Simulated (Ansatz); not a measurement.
**Redistribution: C3H5Cl3 + C5H12 → C3H6Cl2 + C5H11Cl**

Species: C3H5Cl3 (1,2,3-trichloropropane) `ClCC(Cl)CCl`, singlet; C5H12 (pentane) `CCCCC`, singlet; C3H6Cl2 (1,3-dichloropropane) `ClCCCCl`, singlet; C5H11Cl (1-chloropentane) `CCCCCCl`, singlet. The partners trade Cl for H; both sit on C, so the bond types are kept.

Shapes, held fixed at every level: PBE0-D4/def2-TZVP. Flexible molecules stand in one conformer, not always the lowest. Programs: Ansatz 0.2.0. Electronic energies: no zero-point or thermal term.

```tsv
level	kind	ΔE (kJ/mol)	less CCSD(T)/CBS estimate
HF/def2-TZVPP	Hartree–Fock	-18.2	-11.5
r2SCAN-D4/def2-TZVPP	meta-GGA	-7.4	-0.7
B3LYP-D4/def2-TZVPP	global hybrid	-7.9	-1.2
PBE0-D4/def2-TZVPP	global hybrid	-8.3	-1.6
B2PLYP/def2-TZVPP	double hybrid	-9.4	-2.7
CCSD(T)/def2-SVP	coupled cluster or CI	-2.9	+3.8
CCSD(T)/CBS estimate	coupled cluster or CI	-6.7	0.0
```

The highest level, CCSD(T)/CBS estimate, gives ΔE = -6.7 kJ/mol; the levels span -18.2 to -2.9. The column of differences is taken from that level and isn't an error. No measured value is set beside it here. The CBS estimate extrapolates MP2 from def2-TZVPP and def2-QZVPP and adds CCSD(T) − MP2 in the triple-zeta set, cores frozen.

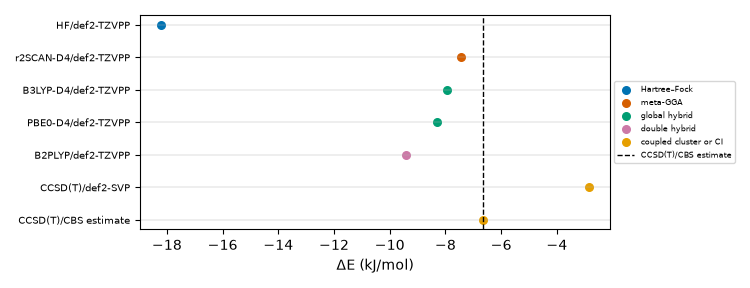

The values of the table, level by level.
